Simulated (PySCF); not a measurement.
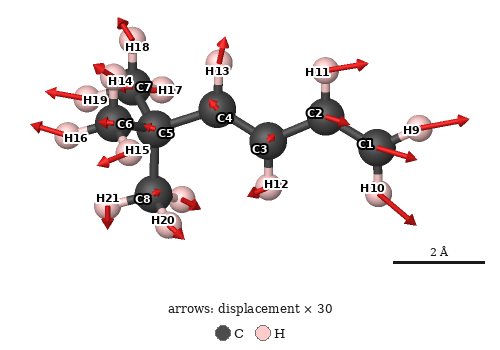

This is a relaxation of C$_{8}$H$_{14}$. The starting structure is drawn; red arrows show the displacements, magnified 30 times. The two geometries are superimposed by the best rigid fit.

The picture is a ball-and-stick view, seen at a tilt.

The start comes from GFN2-xTB.

Level of theory: PBE0-D3(BJ)/def2-SVP geometry optimisation, gas phase (PySCF). 

Question: Describe the change and its energy.

Answer: The atom that moves furthest after the best rigid fit is an H atom (0.040 Å). By element the largest moves are H 0.040 Å, C 0.032 Å. Some distances before and after: C–H 1.077 → 1.092 Å, C–H 1.088 → 1.101 Å, C–C 1.332 → 1.343 Å, C–C 1.446 → 1.454 Å. The energy falls by 0.065 eV in 4 geometry steps. Largest force component: 0.69 eV/Å at the start, 0.011 eV/Å at the end.
